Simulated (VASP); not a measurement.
# Gap of TiO2 (Anatase), level by level, part 3 of 4

How far up the ladder of functionals must one climb to get the gap of TiO2 (Anatase) right? The start is a cell from a database of measured crystal structures.

VASP 6.6.1, plane waves and PAW; the level of theory is named at each step.

So far, least gap on mesh and path (eV): step 2 (bands, level LDA) 1.98; step 3 (bands, level PBEsol) 2.05; step 4 (bands, level PBE) 2.09; step 5 (bands, level r2SCAN) 2.52.

## Step 6: Bands with TB-mBJ

This step: TB-mBJ; plane waves and PAW (Ti_sv, O) (VASP 6.6.1).

TB-mBJ is a local potential fitted to gaps: it costs far less than a hybrid but gives no energy.

Input file INCAR:

```
SYSTEM = TiO2
PREC = Accurate
ENCUT = 520
EDIFF = 1E-06
NELM = 150
ISMEAR = 0
SIGMA = 0.02
LREAL = .FALSE.
ALGO = Normal
METAGGA = MBJ
LASPH = .TRUE.
NBANDS = 40
LORBIT = 11
LWAVE = .FALSE.
LCHARG = .FALSE.
KPAR = 8
```

Input file POSCAR:

```
TiO2
1.0
   -1.8921000000      1.8921000000      4.7573000000
    1.8921000000     -1.8921000000      4.7573000000
    1.8921000000      1.8921000000     -4.7573000000
Ti O
2 4
Direct
    0.0000000000      0.0000000000      0.0000000000
    0.7500000000      0.2500000000      0.5000000000
    0.2081000000      0.2081000000      0.0000000000
    0.9581000000      0.4581000000      0.5000000000
    0.5419000000      0.0419000000      0.5000000000
    0.7919000000      0.7919000000      0.0000000000
```

Input file KPOINTS:

```
Automatic mesh
0
Gamma
5 5 5
0 0 0
```

Input file KPOINTS_OPT:

```
Line mode
16
Line-mode
Reciprocal
  0.00000000   0.00000000   0.00000000 GAMMA
  0.00000000   0.00000000   0.50000000 X

  0.00000000   0.00000000   0.50000000 X
 -0.07909283   0.07909283   0.50000000 Y

 -0.07909283   0.07909283   0.50000000 Y
 -0.28954641   0.28954641   0.28954641 S

 -0.28954641   0.28954641   0.28954641 S
  0.00000000   0.00000000   0.00000000 GAMMA

  0.00000000   0.00000000   0.00000000 GAMMA
  0.50000000   0.50000000  -0.50000000 Z

  0.50000000   0.50000000  -0.50000000 Z
  0.28954641   0.71045359  -0.28954641 S1

  0.28954641   0.71045359  -0.28954641 S1
  0.00000000   0.50000000   0.00000000 N

  0.00000000   0.50000000   0.00000000 N
  0.25000000   0.25000000   0.25000000 P

  0.25000000   0.25000000   0.25000000 P
  0.50000000   0.50000000  -0.07909283 Y1

  0.50000000   0.50000000  -0.07909283 Y1
  0.50000000   0.50000000  -0.50000000 Z

  0.00000000   0.00000000   0.50000000 X
  0.25000000   0.25000000   0.25000000 P
```

PAW data sets: Ti_sv and O (PBE family, release 64).

Run with:

```bash
$ mpirun -np 8 vasp_std
```

What it wrote:

```text
[... set-up lines as in an earlier step ...]
 entering main loop
       N       E                     dE             d eps       ncg     rms          rms(c)
DAV:   1     0.806495118421E+03    0.80650E+03   -0.22419E+04  1440   0.137E+03
DAV:   2     0.181194284075E+03   -0.62530E+03   -0.57145E+03  1504   0.436E+02
DAV:   3     0.984221987644E+02   -0.82772E+02   -0.81196E+02  1912   0.159E+02
DAV:   4     0.933620514366E+02   -0.50601E+01   -0.50278E+01  2248   0.341E+01
[...]
DAV:  62     0.120923220651E+03    0.51088E-05   -0.32357E-11   800   0.458E-05    0.746E-06
DAV:  63     0.120923226971E+03    0.63194E-05   -0.30230E-12   816   0.350E-05    0.104E-05
DAV:  64     0.120923227433E+03    0.46189E-06   -0.95344E-12   792   0.203E-05
   1 F= 0.12092323E+03 E0= 0.12092323E+03  d E =-.815798E-20
 Start KPOINTS_OPT (optional k-point list driver)
k-point batch [1-18\176]
       N       E                     dE             ncg
DAV:   1     0.971292853646E+03   -0.18461E+05     1440
DAV:   2    -0.976780054613E+04   -0.10739E+05     1560
DAV:   3    -0.110816226495E+05   -0.13138E+04     1856
DAV:   4    -0.111848209646E+05   -0.10320E+03     2400
[...]
DAV:   8    -0.111884969186E+05   -0.76627E-04     1680
DAV:   9    -0.111884969210E+05   -0.24852E-05     1088
DAV:  10    -0.111884969212E+05   -0.11631E-06     1120
[...]
k-point batch [163-176\176]
       N       E                     dE             ncg
DAV:   1     0.593745808455E+04   -0.25346E+05     1120
DAV:   2    -0.242008179358E+04   -0.83575E+04     1216
DAV:   3    -0.345500812460E+04   -0.10349E+04     1544
DAV:   4    -0.352845335255E+04   -0.73445E+02     1744
DAV:   5    -0.353112740281E+04   -0.26741E+01     1352
DAV:   6    -0.353116090775E+04   -0.33505E-01     1488
DAV:   7    -0.353116155163E+04   -0.64387E-03     1320
DAV:   8    -0.353116156787E+04   -0.16248E-04     1296
DAV:   9    -0.353116156831E+04   -0.43770E-06      824
```

It took 2.4 min on 8 MPI ranks of Intel Xeon Platinum 8559C (Emerald Rapids), shared host; peak memory 2.9 GiB; 19 min of CPU time.

OUTCAR, selected parts (step 6):

```text
  Total     -191.2266353   -191.2266353   -192.6754833      0.0000000     -0.0000000      0.0000000
  in kB    -4497.2834829  -4497.2834829  -4531.3576080      0.0000000     -0.0000000      0.0000000
  external PRESSURE =   -4508.6415246 kB  Pullay stress =       0.0000000 kB

 POSITION                                       TOTAL-FORCE (eV/Angst)
 -----------------------------------------------------------------------------------
      0.00000      0.00000      0.00000         0.000000      0.000000      0.000000
      0.00000      1.89210      2.37865         0.000000      0.000000      0.000000
      0.00000      0.00000      1.97999        -0.000000      0.000000      0.297139
      0.00000      1.89210      4.35864         0.000000     -0.000000      0.297139
      0.00000      1.89210      0.39866         0.000000     -0.000000     -0.297139
      0.00000      0.00000      7.53461        -0.000000      0.000000     -0.297139
 -----------------------------------------------------------------------------------
    total drift:                                0.000000      0.000000      0.000000

  FREE ENERGIE OF THE ION-ELECTRON SYSTEM (eV)
  ---------------------------------------------------
  free  energy   TOTEN  =       120.9232274327 eV

  energy  without entropy=      120.9232274327  energy(sigma->0) =      120.92322743

[... 2 parts as in an earlier step ...]

[... 1 further part left out ...]
[key lines of the parts left out:]
E-fermi :   4.3678
```

This functional is a potential without an energy, so its energies, forces and stress mean nothing and are not read.

Electronic bands along the path, in eV, zero at the valence-band top; v1 is the highest filled band, c1 the lowest empty one:

```csv
point,v4,v3,v2,v1,c1,c2,c3,c4
Γ,-0.81,-0.81,-0.44,-0.44,3.13,3.75,4.85,4.85
X,-1.83,-1.83,-0.04,-0.04,4.20,4.20,4.55,4.55
Y,-1.70,-1.70,-0.08,-0.08,4.17,4.17,4.50,4.50
S,-1.12,-0.93,-0.88,-0.76,4.13,4.31,4.34,4.40
Γ,-0.81,-0.81,-0.44,-0.44,3.13,3.75,4.85,4.85
Z,-1.24,-1.24,-0.17,-0.17,3.43,3.43,4.70,4.70
S1,-1.12,-0.93,-0.88,-0.76,4.13,4.31,4.34,4.40
N,-1.65,-0.91,-0.79,-0.70,4.18,4.28,4.43,4.44
P,-1.49,-1.49,-0.17,-0.17,4.36,4.36,4.40,4.40
Y1,-1.70,-1.70,-0.08,-0.08,4.17,4.17,4.50,4.50
Z,-1.24,-1.24,-0.17,-0.17,3.43,3.43,4.70,4.70
jump to X,-1.83,-1.83,-0.04,-0.04,4.20,4.20,4.55,4.55
P,-1.49,-1.49,-0.17,-0.17,4.36,4.36,4.40,4.40
```

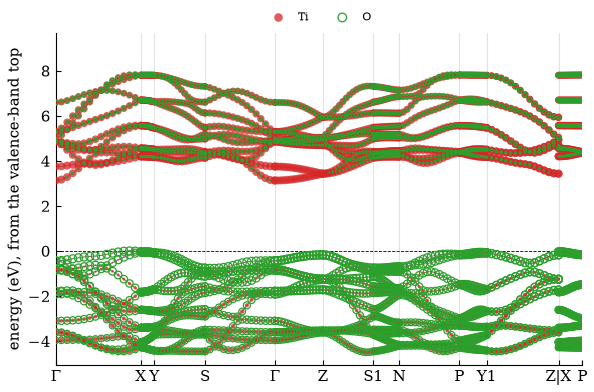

Electronic bands along the path; dots are coloured as in the legend, and their area grows with the weight.

The gap is 3.13 eV, indirect. Against LDA that is +1.15 eV; this run took 2.1 times the core time. The gap lies -0.13 eV from the measured 3.26 eV.

## Step 7: Bands with TPSS

This step: TPSS; plane waves and PAW (Ti_sv, O) (VASP 6.6.1).

TPSS is an older meta-GGA.

Changes to INCAR since step 6:

```diff
@@ -4,3 +4,3 @@
 EDIFF = 1E-06
-NELM = 150
+NELM = 100
 ISMEAR = 0
@@ -9,3 +9,3 @@
 ALGO = Normal
-METAGGA = MBJ
+METAGGA = TPSS
 LASPH = .TRUE.
```

POSCAR is that of step 6.

KPOINTS is that of step 6.

KPOINTS_OPT is that of step 6.

Run with:

```bash
$ mpirun -np 8 vasp_std
```

What it wrote:

```text
[... set-up lines as in an earlier step ...]
 entering main loop
       N       E                     dE             d eps       ncg     rms          rms(c)
DAV:   1     0.636156366384E+03    0.63616E+03   -0.25427E+04  2360   0.239E+03
DAV:   2     0.230570295941E+02   -0.61310E+03   -0.56027E+03  2248   0.549E+02
DAV:   3    -0.605229317654E+02   -0.83580E+02   -0.80174E+02  2480   0.225E+02
DAV:   4    -0.707444165292E+02   -0.10221E+02   -0.10049E+02  2688   0.748E+01
[...]
DAV:  27    -0.769700402284E+02    0.27362E-05   -0.36964E-07  1016   0.473E-03    0.155E-02
DAV:  28    -0.769700382706E+02    0.19578E-05   -0.18551E-06  1544   0.712E-03    0.739E-03
DAV:  29    -0.769700384326E+02   -0.16207E-06   -0.81463E-07  1288   0.337E-03
   1 F= -.76970038E+02 E0= -.76970038E+02  d E =-.825885E-16
 Start KPOINTS_OPT (optional k-point list driver)
k-point batch [1-18\176]
       N       E                     dE             ncg
DAV:   1     0.447673694017E+02   -0.19388E+05     1440
DAV:   2    -0.105251066683E+05   -0.10570E+05     1520
DAV:   3    -0.118559340704E+05   -0.13308E+04     1880
DAV:   4    -0.119451413597E+05   -0.89207E+02     2144
DAV:   5    -0.119481297015E+05   -0.29883E+01     1696
DAV:   6    -0.119482150324E+05   -0.85331E-01     1960
DAV:   7    -0.119482161368E+05   -0.11045E-02     1688
DAV:   8    -0.119482161634E+05   -0.26570E-04     1640
DAV:   9    -0.119482161636E+05   -0.18484E-06     1064
[...]
k-point batch [163-176\176]
       N       E                     dE             ncg
DAV:   1     0.521864611920E+04   -0.26065E+05     1120
DAV:   2    -0.299816999874E+04   -0.82168E+04     1152
DAV:   3    -0.405927928723E+04   -0.10611E+04     1528
DAV:   4    -0.412560876820E+04   -0.66329E+02     1576
DAV:   5    -0.412768477373E+04   -0.20760E+01     1384
DAV:   6    -0.412771264002E+04   -0.27866E-01     1544
DAV:   7    -0.412771298784E+04   -0.34783E-03     1408
DAV:   8    -0.412771299523E+04   -0.73876E-05     1136
DAV:   9    -0.412771299531E+04   -0.83106E-07      840
```

Elapsed: 4.5 min, on 8 MPI ranks; peak memory 2.8 GiB.

Parts of OUTCAR (step 7):

```text
  Total        2.3328020      2.3328020      2.6268037      0.0000000      0.0000000      0.0000000
  in kB       54.8630252     54.8630252     61.7773811      0.0000000      0.0000000      0.0000000
  external PRESSURE =      57.1678105 kB  Pullay stress =       0.0000000 kB

 POSITION                                       TOTAL-FORCE (eV/Angst)
 -----------------------------------------------------------------------------------
      0.00000      0.00000      0.00000         0.000000      0.000000      0.000000
      0.00000      1.89210      2.37865         0.000000      0.000000      0.000000
      0.00000      0.00000      1.97999        -0.000000      0.000000      0.123804
      0.00000      1.89210      4.35864         0.000000     -0.000000      0.123804
      0.00000      1.89210      0.39866         0.000000     -0.000000     -0.123804
      0.00000      0.00000      7.53461        -0.000000      0.000000     -0.123804
 -----------------------------------------------------------------------------------
    total drift:                                0.000000      0.000000      0.000000

  FREE ENERGIE OF THE ION-ELECTRON SYSTEM (eV)
  ---------------------------------------------------
  free  energy   TOTEN  =       -76.9700384326 eV

  energy  without entropy=      -76.9700384326  energy(sigma->0) =      -76.97003843

[... 2 parts as in an earlier step ...]

[... 1 further part left out ...]
[key lines of the parts left out:]
E-fermi :   3.4161
```

At this level the cell is under a pressure of 5.7 GPa, so at these settings it is away from equilibrium.

Electronic bands along the path, in eV, zero at the valence-band top; v1 is the highest filled band, c1 the lowest empty one:

```csv
point,v4,v3,v2,v1,c1,c2,c3,c4
Γ,-0.78,-0.78,-0.48,-0.48,2.19,2.95,4.09,4.09
X,-2.10,-2.10,-0.05,-0.05,3.46,3.46,3.93,3.93
Y,-1.94,-1.94,-0.09,-0.09,3.43,3.43,3.88,3.88
S,-1.22,-0.96,-0.92,-0.85,3.30,3.58,3.68,3.73
Γ,-0.78,-0.78,-0.48,-0.48,2.19,2.95,4.09,4.09
Z,-1.30,-1.30,-0.14,-0.14,2.56,2.56,3.88,3.88
S1,-1.22,-0.96,-0.92,-0.85,3.30,3.58,3.68,3.73
N,-2.00,-0.97,-0.87,-0.67,3.33,3.65,3.67,3.78
P,-1.63,-1.63,-0.25,-0.25,3.68,3.68,3.73,3.73
Y1,-1.94,-1.94,-0.09,-0.09,3.43,3.43,3.88,3.88
Z,-1.30,-1.30,-0.14,-0.14,2.56,2.56,3.88,3.88
jump to X,-2.10,-2.10,-0.05,-0.05,3.46,3.46,3.93,3.93
P,-1.63,-1.63,-0.25,-0.25,3.68,3.68,3.73,3.73
```

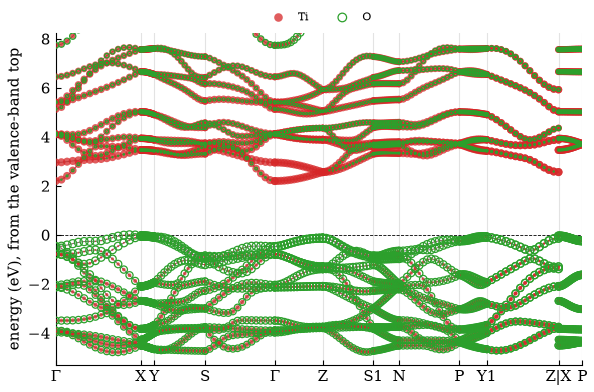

Electronic bands along the path; dots are coloured as in the legend, and their area grows with the weight.

The gap is 2.19 eV, indirect. Against LDA that is +0.21 eV; this run took 3.9 times the core time. The gap lies -1.07 eV from the measured 3.26 eV.

## Step 8: Starting orbitals for the hybrid

This step: PBE; plane waves and PAW (Ti_sv, O) (VASP 6.6.1).

A hybrid converges badly from random orbitals, so a cheap semilocal run writes a WAVECAR on the same mesh first.

Input file INCAR:

```
SYSTEM = TiO2
PREC = Accurate
ENCUT = 520
EDIFF = 1E-05
NELM = 100
ISMEAR = 0
SIGMA = 0.02
LREAL = .FALSE.
ALGO = Normal
GGA = PE
NBANDS = 30
LASPH = .TRUE.
LORBIT = 11
LWAVE = .TRUE.
LCHARG = .FALSE.
KPAR = 8
```

POSCAR is that of step 7.

KPOINTS is that of step 7.

Run with:

```bash
$ mpirun -np 8 vasp_std
```

What it wrote:

```text
[... set-up lines as in an earlier step ...]
 entering main loop
       N       E                     dE             d eps       ncg     rms          rms(c)
DAV:   1     0.674011624813E+03    0.67401E+03   -0.24766E+04  1080   0.187E+03
DAV:   2     0.390741065381E+02   -0.63494E+03   -0.60340E+03  1180   0.547E+02
DAV:   3    -0.660266482312E+02   -0.10510E+03   -0.10396E+03  1590   0.207E+02
DAV:   4    -0.708303419309E+02   -0.48037E+01   -0.47988E+01  1582   0.447E+01
DAV:   5    -0.710137277696E+02   -0.18339E+00   -0.18335E+00  1462   0.682E+00    0.323E+01
DAV:   6    -0.542505639881E+02    0.16763E+02   -0.10408E+02  1400   0.977E+01    0.116E+01
DAV:   7    -0.539774954662E+02    0.27307E+00   -0.15054E+01  1370   0.320E+01    0.856E+00
DAV:   8    -0.538963891724E+02    0.81106E-01   -0.27661E+00  1302   0.167E+01    0.327E+00
DAV:   9    -0.538231189235E+02    0.73270E-01   -0.61328E-01  1482   0.689E+00    0.110E+00
DAV:  10    -0.538287324984E+02   -0.56136E-02   -0.87650E-02  1260   0.246E+00    0.489E-01
DAV:  11    -0.538246739137E+02    0.40586E-02   -0.26917E-02  1422   0.103E+00    0.981E-02
DAV:  12    -0.538247538220E+02   -0.79908E-04   -0.22395E-03  1190   0.477E-01    0.939E-02
DAV:  13    -0.538246884011E+02    0.65421E-04   -0.23295E-04  1276   0.168E-01    0.256E-02
DAV:  14    -0.538246952131E+02   -0.68120E-05   -0.76390E-05  1536   0.794E-02
   1 F= -.53824695E+02 E0= -.53824695E+02  d E =-.312918E-85
 writing wavefunctions
```

The job ended after 13 s (8 MPI ranks; peak memory 2.3 GiB; 94 s of CPU time).

OUTCAR, selected parts (step 8):

```text
   k-points           NKPTS =     18   k-points in BZ     NKDIM =     18   number of bands    NBANDS=     30

   NELECT =      48.0000    total number of electrons

 E-fermi :   3.6665

 k-point     1 :       0.0000    0.0000    0.0000
  band No.  band energies     occupation
    ...
     20       2.6298      2.00000
     21       2.6406      2.00000
     22       2.6406      2.00000
     23       2.9291      2.00000
     24       2.9291      2.00000
     25       5.5053      0.00000
     26       6.2452      0.00000
     27       7.3843      0.00000
     28       7.3843      0.00000
     29       7.4108      0.00000
    ...

  Total        2.3244879      2.3244879      2.9117689      0.0000000      0.0000000      0.0000000
  in kB       54.6674956     54.6674956     68.4792170      0.0000000      0.0000000      0.0000000
  external PRESSURE =      59.2714027 kB  Pullay stress =       0.0000000 kB

 POSITION                                       TOTAL-FORCE (eV/Angst)
 -----------------------------------------------------------------------------------
      0.00000      0.00000      0.00000         0.000000      0.000000     -0.000000
      0.00000      1.89210      2.37865         0.000000      0.000000     -0.000000
      0.00000      0.00000      1.97999        -0.000000      0.000000      0.120886
      0.00000      1.89210      4.35864         0.000000     -0.000000      0.120886
      0.00000      1.89210      0.39866         0.000000     -0.000000     -0.120886
      0.00000      0.00000      7.53461        -0.000000      0.000000     -0.120886
 -----------------------------------------------------------------------------------
    total drift:                                0.000000      0.000000      0.000000

  FREE ENERGIE OF THE ION-ELECTRON SYSTEM (eV)
  ---------------------------------------------------
  free  energy   TOTEN  =       -53.8246952131 eV

  energy  without entropy=      -53.8246952131  energy(sigma->0) =      -53.82469521

[... 8 parts as in an earlier step ...]

[... 8 further parts left out ...]
```

The gap is read on the k-mesh alone, so it is an upper bound where the band edges lie off the mesh.

This step gave:

```yaml
scf_cycles: 14
bands: 30
free_energy_toten: -53.8247 eV
fermi_energy: 3.667 eV
pressure: 5.927 GPa
valence_top_at_k: -0.4, 0.4, 0
least_direct_gap_at_k: -0.2, -0.2, 0.2
gap_on_the_k_mesh: 2.114 eV
least_direct_gap_on_the_k_mesh: 2.456 eV
```

Force by atom:

```csv
atom,x (eV/Å),y (eV/Å),z (eV/Å),size
Ti1,0.000,0.000,0.000,0.000
Ti2,0.000,0.000,0.000,0.000
O3,0.000,0.000,0.121,0.121
O4,0.000,0.000,0.121,0.121
O5,0.000,0.000,-0.121,0.121
O6,0.000,0.000,-0.121,0.121
```

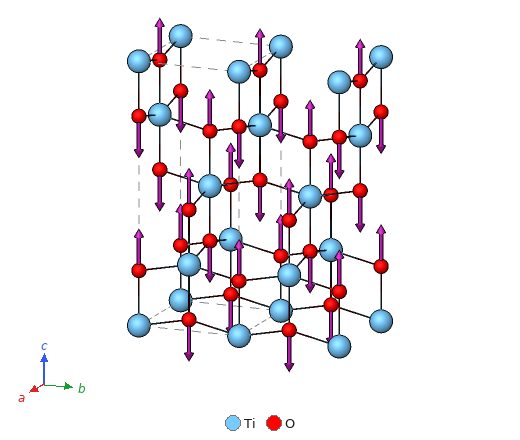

Force as arrows, the longest 0.121 eV/Å. 1×2×1 conventional cells are drawn. Some periodic images of atoms are drawn too.

## Step 9: Bands with HSE06

This step: HSE06; plane waves and PAW (Ti_sv, O) (VASP 6.6.1).

HSE06 mixes in a quarter of exact exchange at short range, at far higher cost; in semiconductors this cures much of the gap error, while metals seldom gain.

Input file INCAR:

```
SYSTEM = TiO2
PREC = Accurate
ENCUT = 520
EDIFF = 1E-06
NELM = 100
ISMEAR = 0
SIGMA = 0.02
LREAL = .FALSE.
ALGO = Normal
LHFCALC = .TRUE.
AEXX = 0.25
GGA = PE
HFSCREEN = 0.2
LASPH = .TRUE.
NBANDS = 30
PRECFOCK = Fast
LORBIT = 11
LWAVE = .FALSE.
LCHARG = .FALSE.
KPAR = 8
```

POSCAR is that of step 8.

KPOINTS is that of step 8.

Changes to KPOINTS_OPT since step 7:

```diff
@@ -1,3 +1,3 @@
 Line mode
-16
+6
 Line-mode
```

The run starts from files that an earlier step left in the folder.

Run with:

```bash
$ mpirun -np 8 vasp_std
```

What it wrote:

```text
[banner, memory and clock lines left out]
running    8 mpi-ranks, on    1 nodes
[...]
[... a notice as in an earlier step ...]

 LDA part: xc-table for (Slater+PW92), standard interpolation
 found WAVECAR, reading the header
 POSCAR, INCAR and KPOINTS ok, starting setup
[...]
reading WAVECAR
 the WAVECAR file was read successfully
 initial charge from wavefunction
 entering main loop
       N       E                     dE             d eps       ncg     rms          rms(c)
DAV:   1    -0.668176928711E+02   -0.66818E+02   -0.29408E+00  1080   0.160E+01    0.447E+00
DAV:   2    -0.665633982761E+02    0.25429E+00   -0.73032E-01  1280   0.116E+01    0.146E+00
DAV:   3    -0.665881847782E+02   -0.24787E-01   -0.22107E-01  1522   0.383E+00    0.105E+00
DAV:   4    -0.665793491172E+02    0.88357E-02   -0.39366E-02  1354   0.193E+00    0.458E-01
[...]
DAV:  11    -0.665806811251E+02   -0.30746E-05   -0.25053E-06  1134   0.110E-02    0.121E-02
DAV:  12    -0.665806826400E+02   -0.15149E-05   -0.49803E-07   594   0.743E-03    0.756E-03
DAV:  13    -0.665806833981E+02   -0.75806E-06   -0.34200E-07   564   0.532E-03
   1 F= -.66580683E+02 E0= -.66580683E+02  d E =-.152055E-53
 Start KPOINTS_OPT (optional k-point list driver)
k-point batch [1-18\66]
       N       E                     dE             ncg
DAV:   1     0.614743805134E+02   -0.26256E+05     1080
DAV:   2    -0.114642897715E+05   -0.11526E+05     1140
DAV:   3    -0.134035007959E+05   -0.19392E+04     1600
DAV:   4    -0.137425601054E+05   -0.33906E+03     1688
[...]
DAV:   9    -0.137635514589E+05   -0.35803E-04     1020
DAV:  10    -0.137635514607E+05   -0.17113E-05      764
DAV:  11    -0.137635514608E+05   -0.16965E-06      756
[...]
k-point batch [55-66\66]
       N       E                     dE             ncg
DAV:   1     0.106443434142E+05   -0.18702E+05      720
DAV:   2     0.300716495306E+04   -0.76372E+04      762
DAV:   3     0.172599991261E+04   -0.12812E+04     1054
```

Elapsed: 81 min, on 8 MPI ranks; 11 h of CPU time.

The run was cut off at its time limit.

More ranks or a longer limit would be the way on.

[end of part 3 of 4]

[Lines on the potential files, build, host, timing and source positions are cut from VASP's logs without a mark.]

[Logs are printed without paths, hosts, clocks, repeated set-up lines and the standing remarks that a program may print on its own settings, such as how far it seeks lower states.]

[Hosts, paths, dates, database ids (printed as entryN), source tags and the programs' standing remarks are cut or masked in the printed files.]

[Measured values are set beside computed ones only where the two were judged alike; some that the calculation misses by far are left out.]
